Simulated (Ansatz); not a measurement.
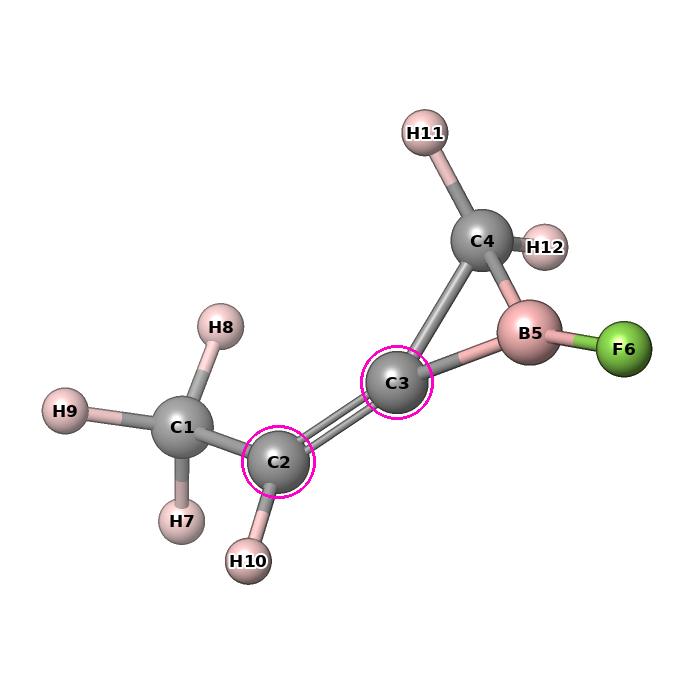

Depth is shown by fading: the farther an atom, the more it takes the colour of the background. Circles mark the stereogenic atoms. Computed geometry: PBE0-D4/def2-TZVP optimisation. No frequency run is at hand to confirm it as a minimum.

Assign CIP descriptors.

Answer. C2=C3: Z.
